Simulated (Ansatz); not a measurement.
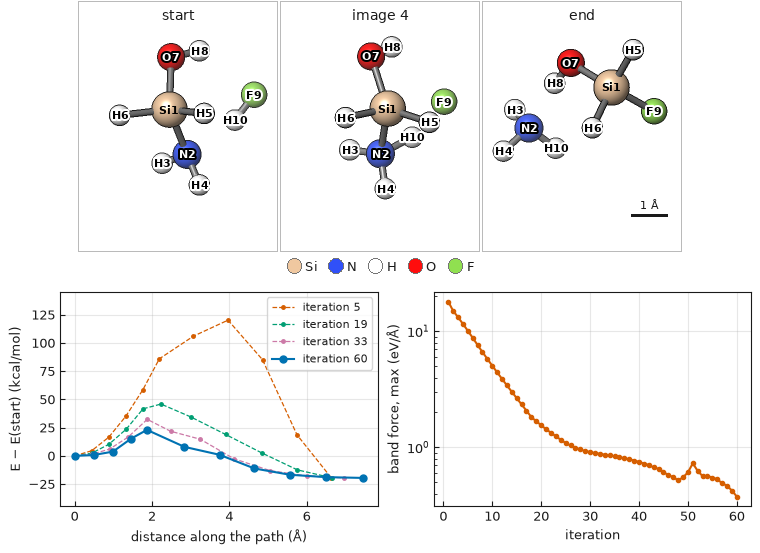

A nudged-elastic-band calculation for SiNH6OF. Images are numbered from 0 (start) to 10 (end). The plot follows the band through its iterations. The picture is a ball-and-stick view, seen from a free direction.

The calculation used Ansatz, RHF/cc-pVDZ. Set-up: 9 movable images; climbing image; force threshold 0.05 eV/Å; iteration limit 60; optimiser FIRE; largest step 0.02 Å; starting path through a guess of the saddle point.

Q: How did the profile develop, and is the result final?

A: The result isn't final. The band hadn't converged when the run stopped after 60 iterations. The largest component of the band force went from 18 to 0.38 eV/Å. The barrier read from it is provisional: over the last two iterations the highest image moved from 22.6 kcal/mol to 23.0 kcal/mol. The step length is far from the usual. The first iteration put the highest image at 202.3 kcal/mol. The energy climbs by 23.0 kcal/mol to image 4 and then falls by 42.6 kcal/mol, so the end point sits at −19.5 kcal/mol.
